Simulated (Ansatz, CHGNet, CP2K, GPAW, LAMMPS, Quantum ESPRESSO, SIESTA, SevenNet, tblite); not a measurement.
**SIESTA runs on aqueous Cs+ and SO4 2-, 1.7 mol of salt per kg of water at 360 K (106 atoms)**

Wanted: SIESTA inputs and outputs for aqueous Cs+ and SO4 2-, 1.7 mol of salt per kg of water at 360 K (106 atoms), checked against a plane-wave reference.

Program: SIESTA 5.4.2. Level of theory: the method is named at each step. Results are calculated unless marked as measured.

## (1) The starting structure

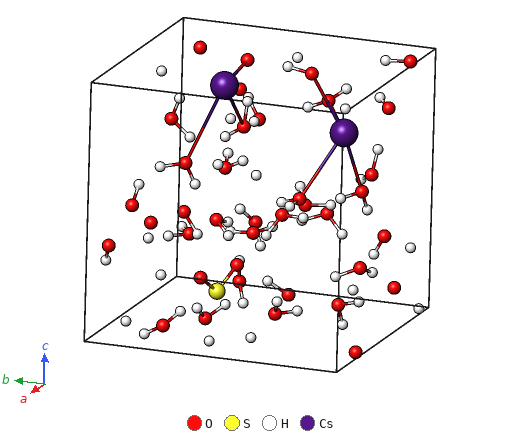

The cell as given, from a free direction (oxygen red, sulfur yellow, hydrogen white, caesium purple). Bonds to atoms that aren't drawn are left out. Some periodic images of atoms are drawn too.

The cell holds 106 atoms: 37 O, 1 S, 66 H and 2 Cs. Cell: a = 10.287 Å, b = 10.287 Å, c = 10.287 Å, α = 90.0°, β = 90.0°, γ = 90.0°. 33 H2O, 2 Cs+, 1 SO4 2- placed at random, at 1.46 g/cm³; overlaps pushed apart, then 10 ps at 420 K with Joung-Cheatham ions (J. Phys. Chem. B 112, 9020 (2008)); MMFF94 bonds, angles, torsions, charges and radii (Halgren, J. Comput. Chem. 17, 490 (1996)) in harmonic and 12-6 forms; SPC/E water (Berendsen, Grigera and Straatsma, J. Phys. Chem. 91, 6269 (1987)). Snapshot after 20 ps at 360 K and fixed volume.

The yardstick, on the same geometry:

* method: Kohn-Sham DFT, PBE, SSSP efficiency 1.3.0 pseudopotentials, plane waves (Quantum ESPRESSO 7.5); sssp-pbe-1.3.0-efficiency, cutoffs 60/480 Ry, Γ point
* r.m.s. force component: 0.6778 eV/Å
* longest force: 3.947 eV/Å
* pressure: 0.31 GPa
* gap (highest filled to lowest empty level): 4.14 eV
* time: 2.8 min on 2 MPI ranks of Arm Neoverse V2, shared host
* CPU time: 5.6 min

## (2) PBE, DZP, shift 0.01 Ry, mesh 500 Ry

Method: Kohn-Sham DFT, PBE, PseudoDojo 0.4.1 norm-conserving pseudopotentials (converted to PSML), numerical atomic orbitals (DZP), diagonalisation.

The .psml files are PseudoDojo norm-conserving potentials that we converted to this format, checked against plane waves on the same files for H, C, O, Si, Ge and Ca alone.

File input.fdf:

```
SystemLabel cell
NumberOfAtoms 106
NumberOfSpecies 4
%block ChemicalSpeciesLabel
  1 8 O
  2 16 S
  3 1 H
  4 55 Cs
%endblock ChemicalSpeciesLabel
LatticeConstant 1.0 Ang
%block LatticeVectors
  10.28660 0.00000 0.00000
  0.00000 10.28660 0.00000
  0.00000 0.00000 10.28660
%endblock LatticeVectors
PAO.BasisSize DZP
PAO.EnergyShift 0.01 Ry
XC.Functional GGA
XC.Authors PBE
MeshCutoff 500 Ry
%block kgrid_Monkhorst_Pack
  1 0 0 0.0
  0 1 0 0.0
  0 0 1 0.0
%endblock kgrid_Monkhorst_Pack
SolutionMethod diagon
OccupationFunction FD
ElectronicTemperature 580 K
SCF.Mixer.Method Pulay
SCF.Mixer.Weight 0.15
SCF.Mixer.History 8
SCF.Mix Hamiltonian
MaxSCFIterations 300
SCF.DM.Tolerance 1e-04
SCF.H.Tolerance 1.0e-3 eV
WriteForces T
Write.HirshfeldPop T
Write.VoronoiPop T
Write.DM F
Write.H F
XML.Write F
AtomicCoordinatesFormat Fractional
%block AtomicCoordinatesAndAtomicSpecies
  0.33369 0.81119 0.99038 1
  0.20575 0.76501 0.02262 2
  0.11230 0.86468 0.03966 1
  0.16794 0.68239 0.91656 1
  0.21565 0.68485 0.13646 1
  0.57116 0.29467 0.50341 1
  0.61995 0.29911 0.58738 3
  0.51926 0.21252 0.50040 3
  0.36006 0.00977 0.16509 1
  0.35073 0.93655 0.10182 3
  0.39256 0.97529 0.24998 3
  0.51511 0.99864 0.40443 1
  0.59788 0.00875 0.35446 3
  0.53509 0.96700 0.49416 3
  0.47986 0.51949 0.78450 1
  0.40110 0.56598 0.75154 3
  0.50433 0.55496 0.87164 3
  0.23145 0.89382 0.50913 1
  0.27875 0.83660 0.44637 3
  0.25019 0.98696 0.48853 3
  0.93977 0.35747 0.52226 1
  0.89201 0.43678 0.55191 3
  0.92161 0.34205 0.42801 3
  0.32548 0.15986 0.50992 1
  0.39542 0.11183 0.46246 3
  0.31361 0.24767 0.46992 3
  0.84745 0.10788 0.56247 1
  0.88227 0.19424 0.53451 3
  0.82662 0.05440 0.48400 3
  0.80616 0.98278 0.32380 1
  0.75802 0.02979 0.25364 3
  0.89560 0.96084 0.29264 3
  0.55480 0.04115 0.64686 1
  0.51750 0.03241 0.73621 3
  0.65160 0.04788 0.65268 3
  0.28038 0.42162 0.43906 1
  0.36937 0.46046 0.44383 3
  0.22177 0.48095 0.38911 3
  0.35312 0.72194 0.34089 1
  0.41948 0.65281 0.35731 3
  0.29470 0.69419 0.26832 3
  0.53741 0.68990 0.01006 1
  0.46228 0.75004 0.02380 3
  0.53033 0.61470 0.07127 3
  0.09063 0.55708 0.31356 1
  0.01550 0.50017 0.28976 3
  0.11908 0.60753 0.23548 3
  0.76348 0.01102 0.01705 1
  0.77971 0.91652 0.03307 3
  0.84041 0.04995 0.97216 3
  0.86312 0.44240 0.26413 1
  0.79104 0.47024 0.32313 3
  0.83006 0.43711 0.17286 3
  0.72910 0.69314 0.38453 1
  0.70576 0.78416 0.35960 3
  0.81281 0.69354 0.43396 3
[... 46 atom lines left out ...]
  0.38836 0.20955 0.91682 3
  0.45382 0.33650 0.84754 3
  0.01560 0.82526 0.76294 4
  0.15880 0.29650 0.67854 4
%endblock AtomicCoordinatesAndAtomicSpecies
```

The run is started by

```console
$ OMP_NUM_THREADS=1 mpirun -np 2 siesta < input.fdf > output.txt
```

The log of the run:

```text
Version         : 5.4.2
reinit: System Name:
reinit: System Label: cell
initatom: Reading input for the pseudopotentials and atomic orbitals ----------
Species number:   1 Atomic number:    8 Label: O
Species number:   2 Atomic number:   16 Label: S
Species number:   3 Atomic number:    1 Label: H
Species number:   4 Atomic number:   55 Label: Cs
Ground state valence configuration (from tables):   2s02  2p04  3d00  4f00
Ground state valence configuration (from tables):   3s02  3p04  3d00  4f00
Ground state valence configuration (from tables):   1s01  2p00  3d00  4f00
Ground state valence configuration (from tables):   6s01  6p00  5d00  4f00
---- Processing specs for species: O
GGA--PBE XC_GGA_X_PBE--XC_GGA_C_PBE pb
---- Processing specs for species: S
GGA--PBE XC_GGA_X_PBE--XC_GGA_C_PBE pb
---- Processing specs for species: H
GGA--PBE XC_GGA_X_PBE--XC_GGA_C_PBE pb
---- Processing specs for species: Cs
GGA--PBE XC_GGA_X_PBE--XC_GGA_C_PBE pb
Semicore shell(s) with  8 electrons included in the valence for Cs
Semicore shell(s): 5s 5p
Fallback to non-perturbative polarization scheme for Cs
Please see the manual if this is not desired in principle
O pseudopotential only contains V_ls up to l=2 -- lmxkb reset.
S pseudopotential only contains V_ls up to l=2 -- lmxkb reset.
H pseudopotential only contains V_ls up to l=1 -- lmxkb reset.
Using PAO.SplitTailNorm
%block ChemicalSpeciesLabel
    1    8 O                       # Species index, atomic number, species label
    2   16 S                       # Species index, atomic number, species label
    3    1 H                       # Species index, atomic number, species label
    4   55 Cs                      # Species index, atomic number, species label
%endblock ChemicalSpeciesLabel
%block PAO.Basis                 # Define Basis set
O                     2                    # Species label, number of l-shells
 n=2   0   2                         # n, l, Nzeta
   3.532      2.299
   1.000      1.000
 n=2   1   2 P   1                   # n, l, Nzeta, Polarization, NzetaPol
   4.300      2.782
[...]
S                     2                    # Species label, number of l-shells
 n=3   0   2                         # n, l, Nzeta
[...]
n=3   1   2 P   1                   # n, l, Nzeta, Polarization, NzetaPol
[...]
H                     1                    # Species label, number of l-shells
 n=1   0   2 P   1                   # n, l, Nzeta, Polarization, NzetaPol
[...]
Cs                    4                    # Species label, number of l-shells
 n=5   0   1                         # n, l, Nzeta
   4.223
   1.000
 n=6   0   2                         # n, l, Nzeta
  10.761      8.395
   1.000      1.000
 n=5   1   1                         # n, l, Nzeta
   5.078
   1.000
 n=6   1   1                         # n, l, Nzeta
  10.761
   1.000
%endblock PAO.Basis
coor:   Atomic-coordinates input format  =     Fractional
siesta: System type = bulk
initatomlists: Number of atoms, orbitals, and projectors:    106   842   865
siesta: ******************** Simulation parameters ****************************
Total number of electrons:   312.000000
Total ionic charge:   312.000000
 Kpoints in:            1 . Kpoints trimmed:            1
siesta: k-grid: Number of k-points = 1
siesta: k-points from Monkhorst-Pack grid
siesta: k-cutoff (effective) =     5.143 Ang
siesta: k-point supercell and displacements
siesta: k-grid:     1     0     0      0.000
siesta: k-grid:     0     1     0      0.000
siesta: k-grid:     0     0     1      0.000
                     ====================================
                        Single-point calculation
                     ====================================
outcell: Unit cell vectors (Ang):
       10.286600    0.000000    0.000000
        0.000000   10.286600    0.000000
        0.000000    0.000000   10.286600
outcell: Cell vector modules (Ang)   :   10.286600   10.286600   10.286600
outcell: Cell angles (23,13,12) (deg):     90.0000     90.0000     90.0000
outcell: Cell volume (Ang**3)        :   1088.4677
Gamma-point calculation with interaction between periodic images
Gamma-point calculation with interaction between periodic images
Some features might not work optimally:
Some features might not work optimally:
e.g. DM initialization from atomic data
e.g. DM initialization from atomic data
new_DM -- step:     1
Initializing Density Matrix...
Attempting to read DM from file... Failed...
DM filled with atomic data:
InitMesh: MESH = 144 x 144 x 144 = 2985984
InitMesh: Mesh cutoff (required, used) =   500.000   541.606 Ry
stepf: Fermi-Dirac step function
        iscf     Eharris(eV)        E_KS(eV)     FreeEng(eV)     dDmax    Ef(eV) dHmax(eV)
   scf:    1   -19280.555849   -19244.265914   -19244.265914  1.628348 -4.187423  9.344854
   scf:    2   -19273.827051   -19260.206729   -19260.206729  0.071146 -4.884033  5.732304
   scf:    3   -19272.810656   -19270.115245   -19270.115245  0.120170 -4.797104  0.799873
[...]
scf:   10   -19270.299169   -19270.299167   -19270.299167  0.000186 -4.599341  0.001190
   scf:   11   -19270.299167   -19270.299167   -19270.299167  0.000033 -4.599471  0.000355
SCF Convergence by DM+H criterion
max |DM_out - DM_in|         :     0.0000328402
max |H_out - H_in|      (eV) :     0.0003554402
SCF cycle converged after 11 iterations
Using DM_out to compute the final energy and forces
siesta: E_KS(eV) =           -19270.2992
siesta: E_KS - E_eggbox =    -19270.2992
siesta: Atomic forces (eV/Ang):
     1    2.542697    2.956747   -0.543683
     2    2.006021   -2.238830   -1.003620
     3   -3.170437    3.616076    0.657813
[...]
105   -1.181948    0.956479   -1.083196
   106   -0.001694   -0.152173    0.160487
----------------------------------------
   Tot    0.015292    0.006171   -0.002540
----------------------------------------
   Max    3.616076
   Res    0.652266    sqrt( Sum f_i^2 / 3N )
----------------------------------------
   Max    3.616076    constrained
Stress tensor Voigt[x,y,z,yz,xz,xy] (kbar):       -7.10        7.95      -10.94       -5.44       -1.85        5.16
(Free)E + p*V (eV/cell)   -19268.0154
Target enthalpy (eV/cell)   -19270.2992
siesta: Program's energy decomposition (eV):
siesta: Ebs     =     -4473.741434
siesta: Eions   =     28745.355976
siesta: Ena     =      4842.229902
siesta: Ekin    =     12619.740069
siesta: Enl     =     -2586.728655
siesta: DEna    =      -105.790421
siesta: DUscf   =        21.168096
siesta: Ex      =     -4961.922025
siesta: Ec      =      -353.640157
siesta: Exc     =     -5315.562181
siesta: Eharris =    -19270.299167
siesta: Etot    =    -19270.299167
siesta: FreeEng =    -19270.299167
siesta: Final energy (eV):
siesta:  Band Struct. =   -4473.741434
siesta:       Kinetic =   12619.740069
siesta:       Hartree =    9195.553019
siesta:         Exch. =   -4961.922025
siesta:         Corr. =    -353.640157
siesta:   Exch.-corr. =   -5315.562181
siesta:  Ion-electron =  -29611.018384
siesta:       Ion-ion =   -6159.011689
siesta:         Total =  -19270.299167
siesta:         Fermi =      -4.599471
siesta: Stress tensor (static) (eV/Ang**3):
siesta:    -0.004429    0.003223   -0.001152
siesta:     0.003223    0.004961   -0.003393
siesta:    -0.001152   -0.003393   -0.006826
siesta: Cell volume =       1088.467728 Ang**3
siesta: Pressure (static):
siesta:                Solid            Molecule  Units
siesta:           0.00002285          0.00002537  Ry/Bohr**3
siesta:           0.00209817          0.00232977  eV/Ang**3
siesta:           3.36163389          3.73270845  kBar
    Orbital volume contribution        =          29.179727 eV
    (Free)E + p_basis*V_orbitals       =      -19241.119440 eV
    (Free)Eharris+ p_basis*V_orbitals  =      -19241.119441 eV
Hirshfeld Atomic Populations:
Atom #   charge [q] valence [e]  Species
     1    -0.137370    6.137370  O
     2     0.468130    5.531870  S
     3    -0.131269    6.131269  O
     4    -0.186095    6.186095  O
[...]
7     0.126804    0.873196  H
     8     0.091885    0.908115  H
[...]
10     0.072460    0.927540  H
[...]
105     0.385060    8.614940  Cs
   106     0.391399    8.608601  Cs
--------------------
 Total    -0.000007
Voronoi Atomic Populations:
Atom #   charge [q] valence [e]  Species
[...]
2     0.553864    5.446136  S
[...]
99    -0.166559    6.166559  O
[...]
102    -0.198321    6.198321  O
   103     0.088075    0.911925  H
   104     0.077922    0.922078  H
   105     0.220827    8.779173  Cs
   106     0.211773    8.788227  Cs
--------------------
 Total    -0.000006
```

Run time: 81 s. Hardware: 2 MPI ranks of Arm Neoverse V2, shared host; peak memory 1.6 GiB.

Banners, paths, timers and routine set-up lines are dropped from the logs unmarked, and long logs keep their key lines alone; longer cuts are marked.

Numbers from this run, and their distance from the reference:

```
r.m.s. force component                           : 0.6523 eV/Å
r.m.s. difference of force components            : 229.1 meV/Å
longest difference of force vectors              : 907.8 meV/Å
force difference over r.m.s. force               : 33.8 %
slope of forces against the reference's          : 0.906
correlation of force components                  : 0.9414
gap (highest filled to lowest empty level) : 4.182 eV
gap difference                                   : 0.0423 eV
pressure                                         : 0.3361 GPa
pressure difference                              : 0.0261 GPa
```

This run lies far from the reference in forces at the same functional.

Length of the force difference by element (eV/Å):

```csv
element,atoms,mean,most
Cs,2,0.087,0.10
H,66,0.36,0.49
O,37,0.44,0.91
S,1,0.13,0.13
```

Levels nearest the highest filled one (eV from it): -0.73, -0.68, -0.54, -0.51, -0.39, -0.38, -0.33, -0.28, -0.24, -0.21, -0.19, 0.00, 4.18, 5.55, 5.84, 5.98, 6.29, 6.29, 6.56, 6.81, 7.01, 7.14, 7.30, 7.38.

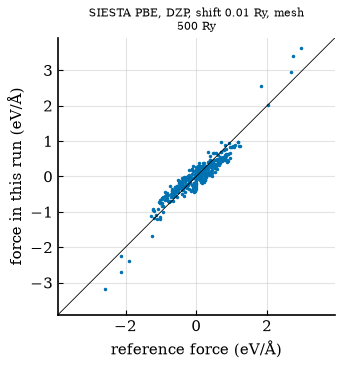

Force components against those of the reference; the line marks equality.

A closer look about H80, picked at random: 11 atoms, nearest first, numbered in the order of the input, with positions taken from that point.

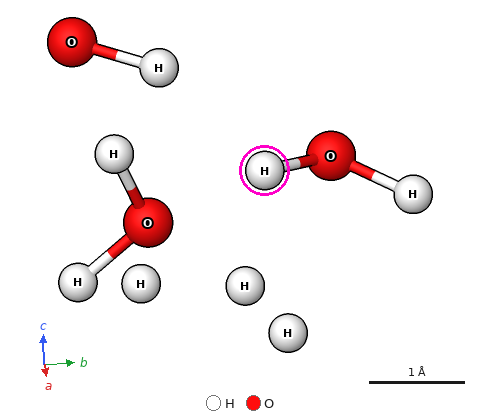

The atoms of the table, within 2.9 Å (arrows a, b, c point along x, y, z); some may hide others; the central atom is ringed.

```csv
atom,x,y,z,distance (Å),bonds,Hirshfeld charge (e),Fx,Fy,Fz (eV/Å)
H80,0.00,0.00,0.00,0.00,1,0.06,0.28,0.64,-0.38
O78,-0.67,0.74,-0.08,1.00,2,-0.25,-0.03,-0.20,-0.20
H79,-0.21,1.57,-0.40,1.63,1,0.08,-0.15,-0.37,0.41
O9,1.14,-1.31,-0.16,1.75,2,-0.14,0.20,-0.03,0.46
H74,-1.49,-0.99,0.73,1.93,1,0.11,-0.42,-0.63,-0.13
H11,1.48,-1.67,0.71,2.34,1,0.11,-0.07,-0.21,-0.31
H10,1.05,-2.07,-0.81,2.46,1,0.07,0.14,0.19,0.47
H89,2.54,-0.39,-0.48,2.61,1,0.07,0.05,-0.08,0.01
O72,-1.91,-1.88,0.93,2.84,2,-0.18,-0.41,0.14,0.19
H101,-1.68,0.29,-2.31,2.87,1,0.12,-0.57,-0.94,0.67
H100,-1.97,-1.22,-1.78,2.92,1,0.08,0.37,0.86,-0.48
```

Forces lie 34 % from the reference's, at 0.48 times its CPU time.

## (3) PBE, SZ, shift 0.01 Ry, mesh 500 Ry

Method: Kohn-Sham DFT, PBE, PseudoDojo 0.4.1 norm-conserving pseudopotentials (converted to PSML), numerical atomic orbitals (SZ), diagonalisation.

input.fdf, as its differences from that of step 2:

```diff
@@ -15,3 +15,3 @@
 %endblock LatticeVectors
-PAO.BasisSize DZP
+PAO.BasisSize SZ
 PAO.EnergyShift 0.01 Ry
```

The run is started by

```console
$ OMP_NUM_THREADS=1 siesta < input.fdf > output.txt
```

The log of the run:

```text
Version         : 5.4.2
reinit: System Name:
reinit: System Label: cell
initatom: Reading input for the pseudopotentials and atomic orbitals ----------
Species number:   1 Atomic number:    8 Label: O
Species number:   2 Atomic number:   16 Label: S
Species number:   3 Atomic number:    1 Label: H
Species number:   4 Atomic number:   55 Label: Cs
[... lines left out ...]
SCF Convergence by DM+H criterion
[... lines left out ...]
SCF cycle converged after 12 iterations
[... lines left out ...]
   Max   15.644195
[... lines left out ...]
   Max   15.644195    constrained
Stress tensor Voigt[x,y,z,yz,xz,xy] (kbar):     -144.82     -149.77     -137.90        8.36       -2.63       -1.35
[... lines left out ...]
siesta: FreeEng =    -19138.877966
[... lines left out ...]
siesta:         Fermi =      -3.613229
[... lines left out ...]
siesta:         144.15895747        203.26683610  kBar
[... lines left out ...]
    (Free)Eharris+ p_basis*V_orbitals  =      -19125.560903 eV
Hirshfeld Atomic Populations:
Atom #   charge [q] valence [e]  Species
     1    -0.262453    6.262453  O
     2     0.886821    5.113179  S
     3    -0.254439    6.254439  O
     4    -0.303557    6.303557  O
[...]
7     0.152328    0.847672  H
     8     0.130020    0.869980  H
[...]
10     0.096901    0.903099  H
[...]
105     0.381084    8.618916  Cs
   106     0.388130    8.611870  Cs
--------------------
 Total    -0.000009
Voronoi Atomic Populations:
Atom #   charge [q] valence [e]  Species
[...]
2     0.888023    5.111977  S
[...]
99    -0.301469    6.301469  O
[...]
102    -0.329418    6.329418  O
   103     0.164079    0.835921  H
   104     0.163627    0.836373  H
   105     0.152193    8.847807  Cs
   106     0.147508    8.852492  Cs
--------------------
 Total    -0.000009
```

Elapsed: 61 s, on 1 thread; peak memory 0.7 GiB.

Compared with the plane-wave run:

- r.m.s. force component: 3.143 eV/Å
- r.m.s. difference of force components: 3215 meV/Å
- longest difference of force vectors: 15920 meV/Å
- force difference over r.m.s. force: 474.4 %
- slope of forces against the reference's: -0.0024
- correlation of force components: -0.00052
- gap (highest filled to lowest empty level): 3.095 eV
- gap difference: -1.045 eV
- pressure: 14.42 GPa
- pressure difference: 14.11 GPa

This is a coarse setting, run to see what it loses.

Against the first run (34 %), the force difference from the reference is 474 %, at 0.38 times the CPU time (on 1 against 2 cores), with 228 basis functions against 842: the smaller basis costs accuracy.

[end of part 1 of 2]

[Also dropped from logs without a mark: logging warnings of Python, and SIESTA's first energy breakdown and zero terms.]

[Logs are printed without paths, hosts, clocks, repeated set-up lines and the standing remarks that a program may print on its own settings, such as how far it seeks lower states.]

[Hosts, paths, dates, database ids (printed as entryN), source tags and the programs' standing remarks are cut or masked in the printed files.]

[The MMFF94 radii named for the starting cell were scaled by 0.96; in molecules described by MMFF94, hydrogen bound to N, O or S took a small fixed 12-6 site in their place.]
